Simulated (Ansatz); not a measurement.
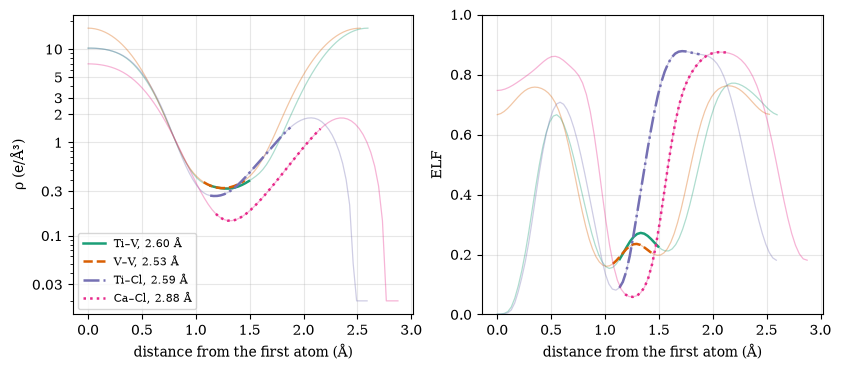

Figure 1: CaTiV$_{2}$Cl. Valence electron density and ELF along straight lines between neighbouring atoms. Thin, pale parts lie inside the atomic spheres.

Space group P4mm; a generated structure, not necessarily the stable one; the program warned that a starting moment wasn't kept; spin-polarised.

The calculation used Ansatz, DFT PBE, scalar-relativistic, plane waves, PAW.

In a PAW calculation such maps are meaningful between the atoms, not at the nuclei.

### What can be read from the curves?

Ti–V (2.60 Å): ρ at the midpoint is about 0.32 e/Å³; the ELF is about 0.25 at the midpoint: no localised pair shows between them.
V–V (2.53 Å): the density is about 0.32 e/Å³ at the midpoint; the ELF is about 0.25 at the midpoint; no shared electron pair shows on this line.
Ti–Cl (2.59 Å): ρ at the midpoint is about 0.29 e/Å³; the ELF peaks at about 0.90 in the valence shell of Cl, 0.9 Å from its nucleus, and is about 0.35 at the midpoint.
Ca–Cl (2.88 Å): the density is about 0.16 e/Å³ at the midpoint; the ELF peaks at about 0.85 in the valence shell of Cl, 0.8 Å from its nucleus, and drops to about 0.05 between the two atoms (no shared electron pair shows on this line).
